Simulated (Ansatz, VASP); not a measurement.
# KBr: VASP beside Ansatz, part 2 of 3

Aim: how closely do two programs agree when they are given the same cell, functional and k mesh? The cell is taken from a series of VASP runs on this material, whose earlier steps may have relaxed, scaled or displaced it; both programs get it as it stands. Other levels of theory on this material are compared in a session of their own. Valence electrons are named where the data sets of a main pair hold unlike numbers.

VASP 6.6.1 and Ansatz 0.2.0.

So far. Step 2 (VASP: band structure, r2SCAN): The run ends at a pressure of 0.11 GPa.

**5. VASP: band structure, LDA, spin-orbit coupling**

Level of this step: LDA, spin-orbit coupling; plane waves and PAW (Br, K_sv) (VASP).

Levels along a path test the potential and the projectors away from the mesh points.

The input, INCAR:

```
SYSTEM = KBr
PREC = Accurate
ENCUT = 350
EDIFF = 1E-06
NELM = 100
ISMEAR = 0
SIGMA = 0.03
LREAL = .FALSE.
ALGO = Normal
GGA = CA
LNONCOLLINEAR = .TRUE.
MAGMOM = 0 0 0 0 0 0
NBANDS = 28
GGA_COMPAT = .FALSE.
LASPH = .TRUE.
LSORBIT = .TRUE.
LORBIT = 11
LWAVE = .FALSE.
LCHARG = .FALSE.
KPAR = 4
```

The input, POSCAR:

```
KBr
1.0
    0.0000000000      3.2923500000      3.2923500000
    3.2923500000      0.0000000000      3.2923500000
    3.2923500000      3.2923500000      0.0000000000
Br K
1 1
Direct
    0.5000000000      0.5000000000      0.5000000000
    0.0000000000      0.0000000000      0.0000000000
```

The input, KPOINTS:

```
Automatic mesh
0
Gamma
6 6 6
0 0 0
```

The input, KPOINTS_OPT:

```
Line mode
10
Line-mode
Reciprocal
  0.00000000   0.00000000   0.00000000 GAMMA
  0.50000000   0.00000000   0.50000000 X

  0.50000000   0.00000000   0.50000000 X
  0.50000000   0.25000000   0.75000000 W

  0.50000000   0.25000000   0.75000000 W
  0.37500000   0.37500000   0.75000000 K

  0.37500000   0.37500000   0.75000000 K
  0.00000000   0.00000000   0.00000000 GAMMA

  0.00000000   0.00000000   0.00000000 GAMMA
  0.50000000   0.50000000   0.50000000 L

  0.50000000   0.50000000   0.50000000 L
  0.62500000   0.25000000   0.62500000 U

  0.62500000   0.25000000   0.62500000 U
  0.50000000   0.25000000   0.75000000 W

  0.50000000   0.25000000   0.75000000 W
  0.50000000   0.50000000   0.50000000 L

  0.50000000   0.50000000   0.50000000 L
  0.37500000   0.37500000   0.75000000 K

  0.62500000   0.25000000   0.62500000 U
  0.50000000   0.00000000   0.50000000 X
```

PAW data sets: Br and K_sv (LDA family, release 64).

Launch:

```bash
> mpirun -np 4 vasp_ncl
```

Numbers of over 12 decimals in the logs are rounded to 6 here.

Output:

```text
[banner, memory and clock lines left out]
running    4 mpi-ranks, on    1 nodes
[...]
LDA part: xc-table for (Slater(with rela. corr.)+CA(PZ))
 , standard interpolation
 POSCAR, INCAR and KPOINTS ok, starting setup
[...]
entering main loop
       N       E                     dE             d eps       ncg     rms          rms(c)
DAV:   1     0.914578542163E+02    0.91458E+02   -0.54201E+03   896   0.734E+02
DAV:   2     0.389962096671E+00   -0.91068E+02   -0.86246E+02  1092   0.237E+02
DAV:   3    -0.684533928391E+01   -0.72353E+01   -0.72002E+01  1452   0.568E+01
DAV:   4    -0.701891586288E+01   -0.17358E+00   -0.17302E+00  1304   0.836E+00
[...]
DAV:  10    -0.683353042692E+01   -0.12203E-04   -0.15796E-04  1232   0.791E-02    0.389E-02
DAV:  11    -0.683356898106E+01   -0.38554E-04   -0.23920E-05  1028   0.347E-02    0.143E-02
DAV:  12    -0.683356937286E+01   -0.39180E-06   -0.16261E-06  1160   0.843E-03
   1 F= -.68335694E+01 E0= -.68335694E+01  d E =-.388099E-13  mag=     0.0000     0.0000     0.0000
 Start KPOINTS_OPT (optional k-point list driver)
k-point batch [1-16\100]
       N       E                     dE             ncg
DAV:   1    -0.134420584488E+04   -0.55853E+04      904
DAV:   2    -0.273781812058E+04   -0.13936E+04     1068
DAV:   3    -0.285591619008E+04   -0.11810E+03     1472
DAV:   4    -0.285847231125E+04   -0.25561E+01     1208
DAV:   5    -0.285855492115E+04   -0.82610E-01     1344
DAV:   6    -0.285855655505E+04   -0.16339E-02     1248
DAV:   7    -0.285855660482E+04   -0.49772E-04     1360
DAV:   8    -0.285855660532E+04   -0.49589E-06      900
[...]
k-point batch [97-100\100]
       N       E                     dE             ncg
DAV:   1     0.435873019403E+04   -0.19150E+04      224
DAV:   2     0.402027159379E+04   -0.33846E+03      264
DAV:   3     0.399308653642E+04   -0.27185E+02      384
DAV:   4     0.399257050027E+04   -0.51604E+00      304
DAV:   5     0.399255543150E+04   -0.15069E-01      352
DAV:   6     0.399255476153E+04   -0.66997E-03      328
DAV:   7     0.399255475572E+04   -0.58091E-05      352
DAV:   8     0.399255475563E+04   -0.92265E-07      240
```

OUTCAR, selected parts (step 5):

```text
  Total       -0.6988843     -0.6988843     -0.6988843     -0.0000000      0.0000000      0.0000000
  in kB      -15.6880112    -15.6880112    -15.6880112     -0.0000000      0.0000000      0.0000000
  external PRESSURE =     -15.6880112 kB  Pullay stress =       0.0000000 kB

 POSITION                                       TOTAL-FORCE (eV/Angst)
 -----------------------------------------------------------------------------------
      3.29235      3.29235      3.29235         0.000000      0.000000      0.000000
      0.00000      0.00000      0.00000        -0.000000     -0.000000     -0.000000
 -----------------------------------------------------------------------------------
    total drift:                                0.000000      0.000000      0.000000

  FREE ENERGIE OF THE ION-ELECTRON SYSTEM (eV)
  ---------------------------------------------------
  free  energy   TOTEN  =        -6.8335693729 eV

  energy  without entropy=       -6.8335693729  energy(sigma->0) =       -6.83356937

 magnetization (x)
# of ion       s       p       d       tot
------------------------------------------
    1       -0.000   0.000  -0.000  -0.000
    2       -0.000   0.000  -0.000  -0.000
--------------------------------------------------
tot         -0.000   0.000  -0.000  -0.000

 magnetization (y)
# of ion       s       p       d       tot
------------------------------------------
    1        0.000   0.000   0.000   0.000
    2        0.000   0.000   0.000   0.000
--------------------------------------------------
tot          0.000   0.000   0.000   0.000

 magnetization (z)
# of ion       s       p       d       tot
------------------------------------------
    1        0.000   0.000   0.000   0.000
    2        0.000   0.000  -0.000   0.000
--------------------------------------------------
tot          0.000   0.000  -0.000   0.000

[... 1 part as in an earlier step ...]

[... 2 further parts left out ...]
[key lines of the parts left out:]
E-fermi :  -1.5801
```

The run ends at a pressure of -1.57 GPa.

**6. Ansatz: band structure, LDA, spin-orbit coupling**

The same cell, functional (in two slightly different forms), mesh and smearing now go to Ansatz, which takes its cutoff from its data sets.

The cell is taken from a series of VASP runs on this material, whose earlier steps may have relaxed, scaled or displaced it; both programs get it as it stands.

The input, input.yaml:

```yaml
crystal:
  lattice:
    - [0.0, 3.29235, 3.29235]
    - [3.29235, 0.0, 3.29235]
    - [3.29235, 3.29235, 0.0]
  atoms:
    - { symbol: Br, position: [0.5, 0.5, 0.5] }
    - { symbol: K, position: [0.0, 0.0, 0.0] }
hamiltonian:
  xc: lda
  pseudopotentials: { kind: paw_fr }
magnetization:
  noncollinear: true
  spin_orbit: true
kpoints:
  mp_grid: { grid: [6, 6, 6] }
  band_path:
    path:
      - [0.0, 0.0, 0.0]
      - [0.16667, 0.0, 0.16667]
      - [0.33333, 0.0, 0.33333]
      - [0.5, 0.0, 0.5]
      - [0.5, 0.08333, 0.58333]
      - [0.5, 0.19444, 0.69444]
      - [0.5, 0.25, 0.75]
      - [0.45833, 0.29167, 0.75]
      - [0.40278, 0.34722, 0.75]
      - [0.375, 0.375, 0.75]
      - [0.20833, 0.20833, 0.41667]
      - [0.08333, 0.08333, 0.16667]
      - [0.0, 0.0, 0.0]
      - [0.22222, 0.22222, 0.22222]
      - [0.38889, 0.38889, 0.38889]
      - [0.51389, 0.47222, 0.51389]
      - [0.55556, 0.38889, 0.55556]
      - [0.61111, 0.27778, 0.61111]
      - [0.61111, 0.25, 0.63889]
      - [0.56944, 0.25, 0.68056]
      - [0.51389, 0.25, 0.73611]
      - [0.5, 0.27778, 0.72222]
      - [0.5, 0.38889, 0.61111]
      - [0.5, 0.47222, 0.52778]
      - [0.48611, 0.48611, 0.52778]
      - [0.43056, 0.43056, 0.63889]
      - [0.38889, 0.38889, 0.72222]
      - [0.59722, 0.19444, 0.59722]
      - [0.55556, 0.11111, 0.55556]
      - [0.5, 0.0, 0.5]
    npoints: 1
scf:
  occupations: { method: gaussian, width: 0.03 }
  n_extra_bands: 14
output:
  forces: true
  stress: true
  eigenvalues: true
```

Launch:

```bash
> ansatz run input.yaml --threads 2 --pin off --max-ram 4608MiB --backend cpu --events-out ev --progress --plain --runs-dir out
```

Output:

```text
[...]
non-collinear run that drives no moment, with spin-orbit: no starting moment large enough to seed its density (crystal.atoms[].spin), no starting occupations that ask for one, no magnetisation constraint and no magnetic field, so the semilocal B_xc is pinned to zero
Crystal: 2 atoms, lattice volume = 71.375 Å³
Basis set: ecut = 420 eV, 1411 PW (Γ)
[...]
k-point 0: bands = [... 12 lower, 1.0001, 1.0001, 1.0001, 1.0001, 4.8830, 4.8830, 8.1900, 8.1900, ... 10 higher]
  k-point 1: bands = [... 12 lower, 0.7310, 0.7310, 0.9004, 0.9004, 5.5691, 5.5691, 8.0314, 8.0314, ... 10 higher]
  k-point 2: bands = [... 12 lower, 0.4584, 0.4584, 0.7151, 0.7151, 6.6973, 6.6973, 8.2727, 8.2727, ... 10 higher]
  k-point 15: bands = [... 12 lower, 0.3364, 0.3364, 0.4885, 0.4885, 7.1375, 7.1375, 8.4656, 8.4656, ... 10 higher]
[key lines of the parts left out:]
SCF converged after 7 iterations
Magnetization: |M| = 0.0000 μB,  M = (+0.0000, +0.0000, +0.0000) μB
Free energy (F): -4193.969954 eV
Fermi energy:    2.941595 eV
P = ⅓ Tr σ = -1.5584 GPa (-15.584 kbar)
```

It took 12 s on 2 threads of Arm Neoverse N1, shared host; peak memory 0.41 GiB; 24 s of CPU time.

**7. Differences**

What differs besides the data sets and the points named for the pairs above, as far as they apply: spin-orbit coupling enters by fully relativistic files in Ansatz and inside the spheres in VASP; the two LDA forms differ slightly; the cutoff is 420 eV in Ansatz and 350 eV in VASP; VASP's log shows a relativistic correction to its local exchange, Ansatz's none. Total energies have different zeros and are not compared.

Compared:

| quantity | Ansatz | VASP | difference |
| --- | --- | --- | --- |
| pressure (GPa) | -1.56 | -1.57 | +0.01 |
| gap over the path points (eV) | 3.883 | 3.893 | -0.010 |

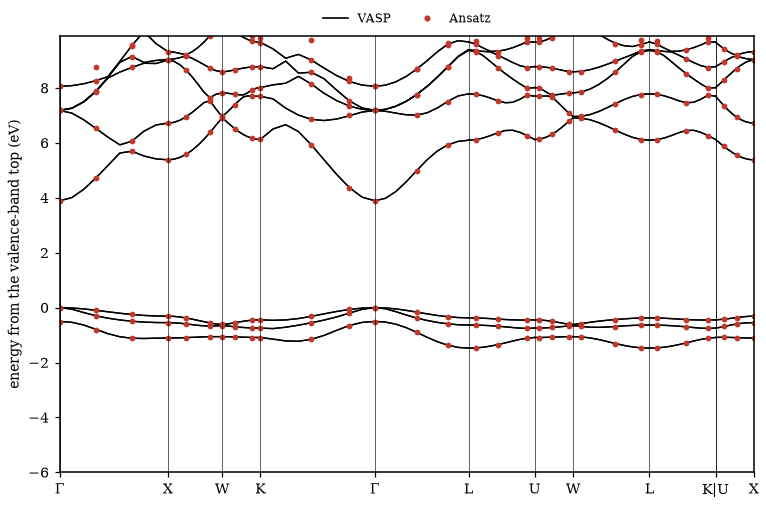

Bands from VASP (lines) and levels from Ansatz (dots). Dots without a line are higher empty bands that the VASP plot leaves out.

Levels at points of the path, from each program's valence-band top (eV; 6 filled, then empty):

| k (reciprocal lattice) | Ansatz | VASP |
| --- | --- | --- |
| 0.000 0.000 0.000 | -0.51 -0.51 0.00 0.00 0.00 0.00 3.88 3.88 7.19 7.19 7.19 7.19 | -0.50 -0.50 0.00 0.00 0.00 0.00 3.89 3.89 7.18 7.18 7.18 7.18 |
| 0.167 0.000 0.167 | -0.80 -0.80 -0.30 -0.30 -0.10 -0.10 4.71 4.71 6.54 6.54 7.87 7.87 | -0.79 -0.79 -0.30 -0.30 -0.10 -0.10 4.72 4.72 6.53 6.53 7.87 7.87 |
| 0.333 0.000 0.333 | -1.12 -1.12 -0.50 -0.50 -0.25 -0.25 5.70 5.70 6.06 6.06 8.75 8.75 | -1.12 -1.12 -0.50 -0.50 -0.25 -0.25 5.70 5.70 6.07 6.07 8.75 8.75 |
| 0.500 0.000 0.500 | -1.11 -1.11 -0.55 -0.55 -0.31 -0.31 5.39 5.39 6.72 6.72 9.01 9.01 | -1.11 -1.11 -0.55 -0.55 -0.31 -0.31 5.38 5.38 6.72 6.72 9.02 9.02 |
| 0.500 0.083 0.583 | -1.10 -1.10 -0.59 -0.59 -0.38 -0.38 5.59 5.59 6.95 6.95 8.65 8.65 | -1.09 -1.09 -0.59 -0.59 -0.38 -0.38 5.58 5.58 6.95 6.95 8.65 8.65 |
| 0.500 0.194 0.694 | -1.07 -1.07 -0.67 -0.67 -0.56 -0.56 6.38 6.38 7.54 7.54 7.64 7.64 | -1.06 -1.06 -0.67 -0.67 -0.56 -0.56 6.38 6.38 7.54 7.54 7.64 7.64 |
| 0.500 0.250 0.750 | -1.06 -1.06 -0.66 -0.66 -0.61 -0.61 6.91 6.91 6.96 6.96 7.82 7.82 | -1.06 -1.06 -0.66 -0.66 -0.61 -0.61 6.91 6.91 6.96 6.96 7.82 7.82 |
| 0.458 0.292 0.750 | -1.07 -1.07 -0.70 -0.70 -0.55 -0.55 6.52 6.52 7.39 7.39 7.77 7.77 | -1.07 -1.07 -0.70 -0.70 -0.55 -0.55 6.52 6.52 7.39 7.39 7.78 7.78 |
| 0.403 0.347 0.750 | -1.09 -1.09 -0.74 -0.74 -0.46 -0.46 6.18 6.18 7.70 7.70 7.92 7.92 | -1.09 -1.09 -0.74 -0.74 -0.46 -0.46 6.17 6.17 7.71 7.71 7.92 7.92 |
| 0.375 0.375 0.750 | -1.09 -1.09 -0.74 -0.74 -0.45 -0.45 6.13 6.13 7.70 7.70 8.01 8.01 | -1.09 -1.09 -0.75 -0.75 -0.45 -0.45 6.12 6.12 7.70 7.70 8.02 8.02 |

Among the levels compared at these points, filled levels agree within 10 meV and empty ones within 14 meV. Ansatz's pressure holds a Pulay correction of 0.01 GPa; VASP's holds none.

**8. VASP: band structure, r2SCAN, spin-orbit coupling**

Levels along a path test the potential and the projectors away from the mesh points.

Edit INCAR of step 5 so:

```diff
@@ -9,3 +9,4 @@
 ALGO = Normal
-GGA = CA
+METAGGA = R2SCAN
+LASPH = .TRUE.
 LNONCOLLINEAR = .TRUE.
@@ -14,3 +15,2 @@
 GGA_COMPAT = .FALSE.
-LASPH = .TRUE.
 LSORBIT = .TRUE.
```

POSCAR is that of step 5.

KPOINTS is that of step 5.

KPOINTS_OPT is that of step 5.

PAW data sets: Br and K_sv (PBE family, release 64).

Launch:

```bash
> mpirun -np 4 vasp_ncl
```

Output:

```text
[banner, memory and clock lines left out]
running    4 mpi-ranks, on    1 nodes
[...]
[... a notice as in an earlier step ...]

 LDA part: xc-table for (None), standard interpolation
 POSCAR, INCAR and KPOINTS ok, starting setup
[...]
entering main loop
       N       E                     dE             d eps       ncg     rms          rms(c)
DAV:   1     0.705064149564E+02    0.70506E+02   -0.55642E+03   896   0.750E+02
DAV:   2    -0.197374486856E+02   -0.90244E+02   -0.85525E+02  1108   0.230E+02
DAV:   3    -0.268528393659E+02   -0.71154E+01   -0.70785E+01  1476   0.556E+01
DAV:   4    -0.270393961922E+02   -0.18656E+00   -0.18576E+00  1296   0.796E+00
[...]
DAV:  11    -0.232717415408E+02   -0.15243E-03   -0.11329E-04  1236   0.780E-02    0.203E-02
DAV:  12    -0.232717584560E+02   -0.16915E-04   -0.17909E-05   980   0.384E-02    0.730E-03
DAV:  13    -0.232717586138E+02   -0.15787E-06   -0.16566E-06  1244   0.697E-03
   1 F= -.23271759E+02 E0= -.23271759E+02  d E =-.592378E-15  mag=     0.0000     0.0000    -0.0000
 Start KPOINTS_OPT (optional k-point list driver)
k-point batch [1-16\100]
       N       E                     dE             ncg
DAV:   1    -0.148543620042E+04   -0.57265E+04      904
DAV:   2    -0.290579947795E+04   -0.14204E+04     1092
DAV:   3    -0.301911697522E+04   -0.11332E+03     1480
DAV:   4    -0.302129433774E+04   -0.21774E+01     1240
DAV:   5    -0.302134989652E+04   -0.55559E-01     1348
DAV:   6    -0.302135052301E+04   -0.62648E-03     1256
DAV:   7    -0.302135054615E+04   -0.23144E-04     1348
DAV:   8    -0.302135054631E+04   -0.15502E-06      896
[...]
k-point batch [97-100\100]
       N       E                     dE             ncg
DAV:   1     0.432444797376E+04   -0.19492E+04      224
DAV:   2     0.397866484013E+04   -0.34578E+03      272
DAV:   3     0.395236312754E+04   -0.26302E+02      384
DAV:   4     0.395191775403E+04   -0.44537E+00      320
DAV:   5     0.395191049046E+04   -0.72636E-02      336
DAV:   6     0.395191041257E+04   -0.77889E-04      336
DAV:   7     0.395191041061E+04   -0.19617E-05      336
DAV:   8     0.395191041059E+04   -0.10779E-07      240
```

Parts of OUTCAR (step 8):

```text
  Total        0.0520871      0.0520871      0.0520871      0.0000000      0.0000000     -0.0000000
  in kB        1.1692117      1.1692117      1.1692117      0.0000000      0.0000000     -0.0000000
  external PRESSURE =       1.1692117 kB  Pullay stress =       0.0000000 kB

 POSITION                                       TOTAL-FORCE (eV/Angst)
 -----------------------------------------------------------------------------------
      3.29235      3.29235      3.29235         0.000000      0.000000     -0.000000
      0.00000      0.00000      0.00000        -0.000000     -0.000000      0.000000
 -----------------------------------------------------------------------------------
    total drift:                                0.000000      0.000000      0.000000

  FREE ENERGIE OF THE ION-ELECTRON SYSTEM (eV)
  ---------------------------------------------------
  free  energy   TOTEN  =       -23.2717586138 eV

  energy  without entropy=      -23.2717586138  energy(sigma->0) =      -23.27175861

 magnetization (x)
# of ion       s       p       d       tot
------------------------------------------
    1        0.000  -0.000  -0.000  -0.000
    2        0.000   0.000  -0.000  -0.000
--------------------------------------------------
tot          0.000  -0.000  -0.000  -0.000

 magnetization (y)
# of ion       s       p       d       tot
------------------------------------------
    1       -0.000  -0.000   0.000  -0.000
    2        0.000   0.000   0.000   0.000
--------------------------------------------------
tot          0.000  -0.000   0.000   0.000

 magnetization (z)
# of ion       s       p       d       tot
------------------------------------------
    1       -0.000   0.000  -0.000  -0.000
    2        0.000  -0.000  -0.000  -0.000
--------------------------------------------------
tot         -0.000  -0.000  -0.000  -0.000

[... 2 parts as in an earlier step ...]

[... 1 further part left out ...]
[key lines of the parts left out:]
E-fermi :  -1.8070
```

The run ends at a pressure of 0.12 GPa.

[end of part 2 of 3]

[Lines on the potential files, build, host, timing and source positions are cut from VASP's logs without a mark.]

[Logs are printed without paths, hosts, clocks, repeated set-up lines and the standing remarks that a program may print on its own settings, such as how far it seeks lower states.]

[Hosts, paths, dates, database ids (printed as entryN), source tags and the programs' standing remarks are cut or masked in the printed files.]
